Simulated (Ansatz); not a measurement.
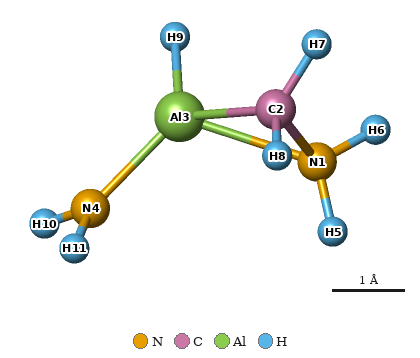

*The structure (ball-and-stick view, seen at a tilt; atoms are numbered from 1 in the order of the input). Sticks mark near contacts.*

Bond lengths as drawn: Al–C 1.95 Å, Al–H 1.59 Å, Al–N 1.78 to 2.02 Å, C–H 1.09 Å, C–N 1.53 Å and H–N 1.01 Å.

Run report: CH$_{7}$AlN$_{2}$, single-point calculation

CH$_{7}$AlN$_{2}$, computed with RKS PBE0-D4/def2-TZVPP (Ansatz 0.2.0).

The geometry comes from this level: PBE0-D4/def2-TZVP.

**The input**
```yaml
crystal:
  periodic: [false, false, false]
  atoms:
    - {symbol: N, position_ang: [-1.198154, 0.512087, 0.240878]}
    - {symbol: C, position_ang: [-0.064482, 1.259123, -0.460950]}
    - {symbol: Al, position_ang: [0.656947, -0.222043, 0.573955]}
    - {symbol: N, position_ang: [1.037709, -1.756835, -0.249920]}
    - {symbol: H, position_ang: [-1.833085, 0.058749, -0.401571]}
    - {symbol: H, position_ang: [-1.730693, 1.082095, 0.883265]}
    - {symbol: H, position_ang: [-0.019728, 2.288394, -0.112417]}
    - {symbol: H, position_ang: [-0.207053, 1.246290, -1.539554]}
    - {symbol: H, position_ang: [1.020030, -0.034565, 2.106661]}
    - {symbol: H, position_ang: [1.280827, -2.610188, 0.224912]}
    - {symbol: H, position_ang: [1.122984, -1.880006, -1.244759]}
basis:
  gaussian: {orbitals: def2-TZVPP}
hamiltonian: {xc: pbe0, dispersion: d4}
output: {orbitals: {seedname: orbitals}}
```

Hardware: 2 threads of Arm Neoverse V1, 23 GiB of memory available, shared host.

Command:
```bash
ansatz run in.yaml --threads 2 --pin off --events-out ev --progress --plain --max-ram 4352MiB
```

**Output**
```
Functional definition: PBE0
  name "PBE0"
  cite "Adamo & Barone, J. Chem. Phys. 110, 6158 (1999) doi:10.1063/1.478522"
  cite "Perdew, Burke & Ernzerhof, Phys. Rev. Lett. 77, 3865 (1996) doi:10.1103/PhysRevLett.77.3865"
  parent pbe
  parameter a = 0.25
  parameter kappa = 0.804
  parameter beta = 0.06672455060314922
  exchange = (1 - a)*pbe_x(kappa = kappa, mu = beta*pi^2/3) + a*exact_x
  correlation = pbe_c(beta = beta)
1203 factors; their error is unknown
mean field evaluation 1: about -10709.4664 eV, gradient 8.2e1 eV
mean field evaluation 2: about -10692.9719 eV, gradient 1.1e2 eV
mean field evaluation 4: about -10722.7732 eV, gradient 6.7e0 eV
mean field evaluation 8: about -10722.8710 eV, gradient 1.3e-1 eV
mean field evaluation 16: about -10722.8820 eV, gradient 1.9e-5 eV
mean field -10722.88196573 eV, -394.0586440102 hartree, gradient 1.9e-5 eV, S^2 0.000000; 0 other end points of the search recorded, 0 dependent functions left out
reference -10722.88199953 eV, -394.0586452521 hartree; 20, 20 occupied and 213, 213 virtual orbitals, 1203 factors
Total energy: -10723.03876883 eV, -394.0644064177 hartree
```

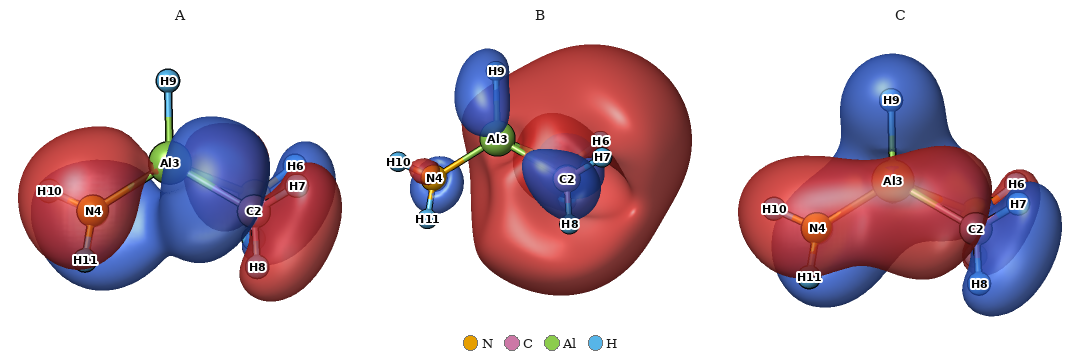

*Three frontier orbitals at ±0.06 Å⁻³ᐟ² (blue and red are the two phases).*

C is the HOMO−1 (−6.95 eV). It lies mainly on N4 (35 %), C2 (25 %) and Al3 (20 %). A is the HOMO (−6.37 eV). Its weight (Hirshfeld) is mainly on N4 (40 %), C2 (20 %), Al3 (15 %) and N1 (15 %). B is the LUMO (0.57 eV). Its weight (Hirshfeld) is mainly on H6 (25 %), H5 (20 %), Al3 (15 %) and N1 (15 %). The HOMO–LUMO gap is 6.94 eV between the orbital energies.

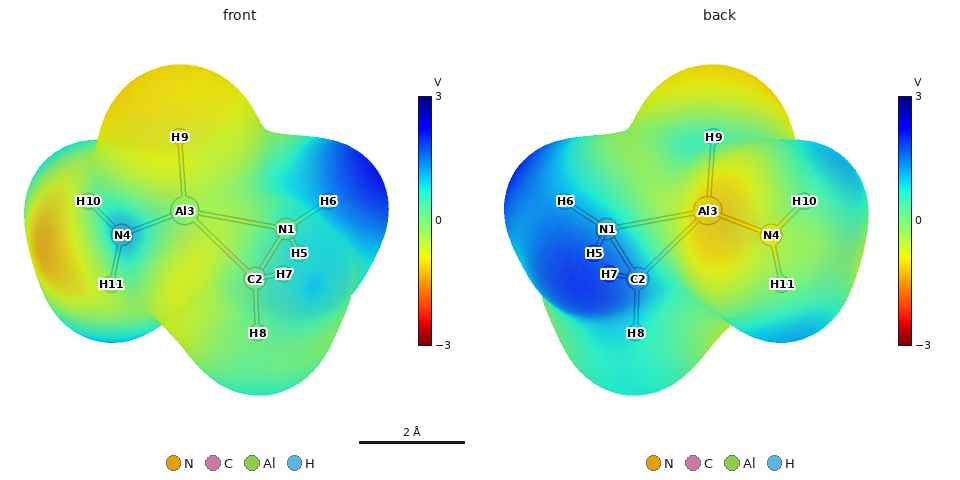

*The molecular electrostatic potential painted on the density surface at 0.002 e/bohr³, seen at a tilt and from behind; red is negative and blue positive.*

A positive charge is drawn to the negative regions and a negative charge to the positive ones.

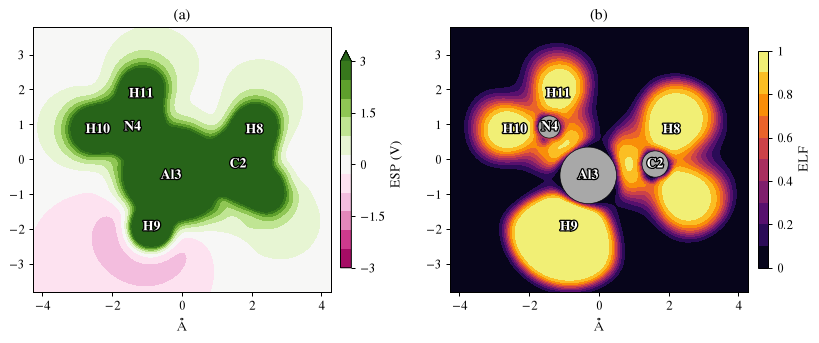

*(a) molecular electrostatic potential; (b) electron localisation function on the plane of atoms C2, Al3 and N4. Grey discs, where drawn, cover atomic cores.*

The section cuts through C, Al, N and H sites. Al–N (1.78 Å): the ELF peaks at about 0.90 in the valence shell of N, 0.7 Å from its nucleus, and is about 0.65 at the midpoint. C–H (1.09 Å): the ELF climbs to about 1 towards the hydrogen; a covalent bond by its length. Al–H (1.59 Å): the ELF climbs to about 1 towards the hydrogen.

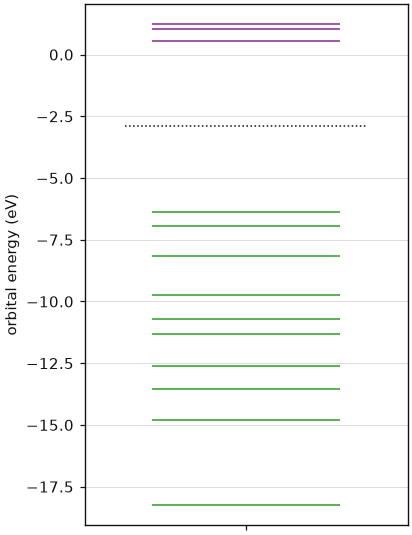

*Orbital energies near the frontier; the dotted line parts filled from empty levels, and levels within 0.02 eV of each other stand side by side.*

Highest filled −6.37 eV, lowest empty 0.57 eV, 6.94 eV apart.

**Summary**

| quantity | value |
| --- | --- |
| outcome | converged |
| total energy | −10723.0388 eV |
| mean-field energy | −10722.8820 eV |
| dispersion energy | −0.1568 eV |
| SCF solution under orbital rotations | stable |
| HOMO | −6.37 eV |
| LUMO | 0.57 eV |
| wall time | 3.9 s (CPU time 7.5 s) |
| peak memory | 0.46 GiB |
